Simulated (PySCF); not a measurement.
# [NO2]+ (SMILES O=[N+]=O) at 3 levels

We compute a comparison of 3 runs (B3LYP/STO-6G, wB97X-V/STO-6G, CISD/STO-6G) of [NO2]+. Input form: a Python script.

Program for the calculation: PySCF 2.14.0.

5 further runs of the same task are left out: 1 that didn't finish, 4 set aside as unsound or not needed.

### 1 The system as given

[NO2]+: 3 atoms, total charge +1, spin state singlet. SMILES: `O=[N+]=O`. One bond was lengthened or shortened from a relaxed shape.

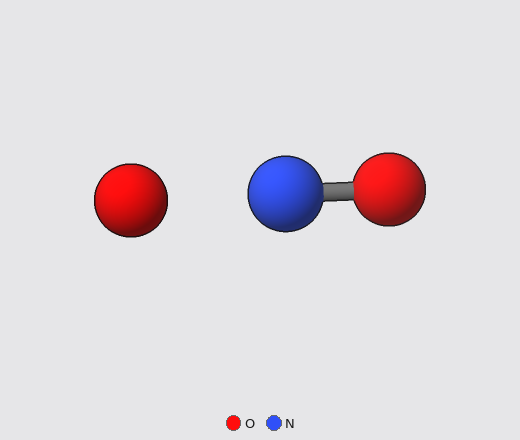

The structure, seen from a chosen angle (oxygen red, nitrogen blue).

### 2 The energy at B3LYP/STO-6G (run 1)

input.py

```python
from pyscf import gto, dft

molecule = gto.Mole()
molecule.atom = '''
O       -0.844796       1.366753      -0.308995
N       -0.281606       0.455553      -0.102995
O        0.563210      -0.911180       0.206000
'''
molecule.max_memory = 1860
molecule.verbose = 3
molecule.basis = 'sto-6g'
molecule.charge = 1
molecule.spin = 0
molecule.build()

mf = dft.RKS(molecule, xc='b3lyp')
mf.grids.level = 5
mf.conv_tol = 1e-10
mf.kernel()
if not mf.converged:
    mf = mf.newton().run(mf.mo_coeff, mf.mo_occ)

etot = mf.e_tot
print('E = %.10f Eh' % etot)
```

Started as:

```console
$ OMP_NUM_THREADS=1 python input.py
```

The program printed:

```text
converged SCF energy = -203.768891396838
E = -203.7688913968 Eh
```

Wall time 6.3 s (1 thread of Intel Xeon Platinum 8259CL at 2.50GHz (Skylake/Cascade Lake), shared host); peak memory 0.18 GiB.

### 3 The energy at wB97X-V/STO-6G (run 2)

job.py

```python
from pyscf import gto, dft

system = gto.M(
    atom='''
O   -0.844796   1.366753  -0.308995
N   -0.281606   0.455553  -0.102995
O    0.563210  -0.911180   0.206000
''',
    charge=1,
    max_memory=1860,
    basis='sto-6g',
    spin=0,
    verbose=4,
)

myscf = dft.RKS(system)
myscf.xc = 'wb97x-v'
myscf.grids.level = 5
myscf.nlcgrids.level = 1
myscf.conv_tol = 1e-10
myscf.kernel()
if not myscf.converged:
    myscf = myscf.newton().run(myscf.mo_coeff, myscf.mo_occ)

etot = myscf.e_tot
print('E(%s) = %.9f' % ('WB97X-V', etot))
```

Started as:

```console
$ OMP_NUM_THREADS=1 python job.py
```

The program printed:

```text
PySCF version 2.14.0

[INPUT] num. atoms = 3
[INPUT] num. electrons = 22
[INPUT] charge = 1
[INPUT] spin (= nelec alpha-beta = 2S) = 0
[INPUT] symmetry False subgroup None
[INPUT] Mole.unit = angstrom
[INPUT] Symbol           X                Y                Z      unit          X                Y                Z       unit  Magmom
[INPUT]  1 O     -0.844796000000   1.366753000000  -0.308995000000 AA   -1.596433071128   2.582788849928  -0.583915923860 Bohr   0.0
[INPUT]  2 N     -0.281606000000   0.455553000000  -0.102995000000 AA   -0.532158215034   0.860870405224  -0.194632342200 Bohr   0.0
[INPUT]  3 O      0.563210000000  -0.911180000000   0.206000000000 AA    1.064312650616  -1.721880650181   0.389283581660 Bohr   0.0

nuclear repulsion = 57.6970350523744
number of shells = 9
number of NR pGTOs = 90
number of NR cGTOs = 15
basis = sto-6g
ecp = {}

[... 70 lines left out ...]
converged SCF energy = -203.727384345577
E(WB97X-V) = -203.727384346
```

Wall time 22 s (1 thread of Intel Xeon Platinum 8259CL at 2.50GHz (Skylake/Cascade Lake), shared host); peak memory 0.18 GiB.

### 4 The energy at CISD/STO-6G (run 3)

start.xyz

```xyz
3
NO2
O     -0.844796     1.366753    -0.308995
N     -0.281606     0.455553    -0.102995
O      0.563210    -0.911180     0.206000
```

run.py

```python
from pyscf import gto, ci

mol = gto.M(
    atom='start.xyz',
    verbose=3,
    max_memory=1860,
    charge=1,
    basis='sto-6g',
)

mf = mol.RHF()
mf.conv_tol = 1e-10
mf.kernel()
if not mf.converged:
    mf = mf.newton().run(mf.mo_coeff, mf.mo_occ)

cisd = ci.CISD(mf, frozen=3)
cisd.kernel()
energy = cisd.e_tot
print(f'total energy: {energy:.8f} hartree')
```

Started as:

```console
$ OMP_NUM_THREADS=1 python run.py
```

The program printed:

```text
converged SCF energy = -202.804175517617
E(RCISD) = -203.0218258445362  E_corr = -0.2176503269188177
total energy: -203.02182584 hartree
```

Wall time 1 s (1 thread of Intel Xeon Platinum 8259CL at 2.50GHz (Skylake/Cascade Lake), shared host); peak memory 0.12 GiB.

### 5 Overview of the runs

```csv
run,level,nlc grid,integration grid,energy (Eh),HOMO energy (eV),LUMO energy (eV),HOMO–LUMO gap (eV),wall time
1,B3LYP/STO-6G,–,5,-203.768891,-16.71,-12.22,4.49,6.3 s
2,wB97X-V/STO-6G,1,5,-203.727384,-18.94,-9.43,9.50,22 s
3,CISD/STO-6G,–,–,-203.021826,-20.01,-7.72,12.29,1 s
```

### 6 Results

| quantity | value |
| --- | --- |
| run 3: total energy | -203.02183 Eh |
| run 3: HOMO energy (Hartree–Fock orbitals) | -20.01 eV |
| run 3: LUMO energy (Hartree–Fock orbitals) | -7.72 eV |
| run 3: HOMO–LUMO gap (Hartree–Fock orbitals) | 12.29 eV |
| run 3: correlation energy (3 core orbitals frozen) | -217.7 mEh |

**Reading.** Totals of different functionals can't be ranked against each other. In runs 1, 2, 3 the basis is minimal, so the values are rough. All runs together took 30 s, the longest 22 s.
